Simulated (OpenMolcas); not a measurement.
**How basis sets differ on GeSiH4F2 (SMILES F[SiH](F)[GeH3])**

GeSiH4F2: 8 atoms, total charge 0, spin state singlet. As SMILES, `F[SiH](F)[GeH3]`. The shape is that of a PBE0-D4/def2-TZVP optimisation.

```csv
atom,x (Å),y (Å),z (Å)
F,1.3018,-1.4186,1.1974
Si,1.1399,-0.1266,0.2809
F,1.9831,-0.3864,-1.0447
Ge,-1.1515,0.1644,-0.2813
H,1.7765,1.0042,0.9949
H,-1.9700,0.3896,0.9988
H,-1.6823,-1.0766,-1.0112
H,-1.3055,1.3929,-1.1904
```

Quantity: the HOMO–LUMO gap, in eV. The values are calculated.

```json
{"level": "HF/ANO-R0 (sfX2C)", "kind": "Hartree–Fock", "program": "OpenMolcas", "value (eV)": "13.60", "CPU time": "7.5 s"}
{"level": "HF/ANO-RCC-MB (DKH2)", "kind": "Hartree–Fock", "program": "OpenMolcas", "value (eV)": "16.01", "CPU time": "6.3 s"}
{"level": "HF/STO-3G", "kind": "Hartree–Fock", "program": "OpenMolcas", "value (eV)": "18.80", "CPU time": "1.7 s"}
{"level": "HF/3-21G", "kind": "Hartree–Fock", "program": "OpenMolcas", "value (eV)": "14.79", "CPU time": "2.3 s"}
{"level": "HF/6-31G", "kind": "Hartree–Fock", "program": "OpenMolcas", "value (eV)": "14.67", "CPU time": "6.2 s"}
{"level": "HF/def2-SVP", "kind": "Hartree–Fock", "program": "OpenMolcas", "value (eV)": "14.74", "CPU time": "9.6 s"}
```

All-electron rows without a relativistic Hamiltonian named are non-relativistic. The values span 13.60 to 18.80 eV. A Hartree–Fock LUMO above zero doesn't converge with the basis: it sinks as sets grow more diffuse. Orbital gaps aren't excitation energies. Times are those of the runs behind each value, whatever else they computed, on shared processors of several kinds: orders of magnitude only.

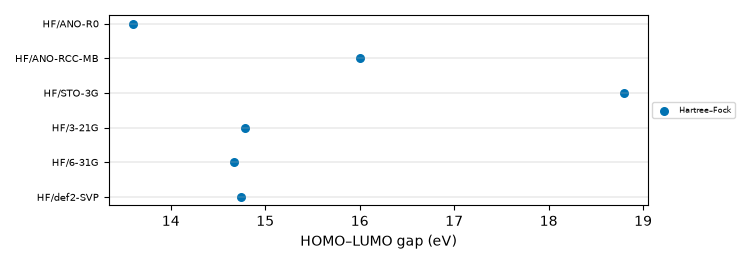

The values of the table, level by level.
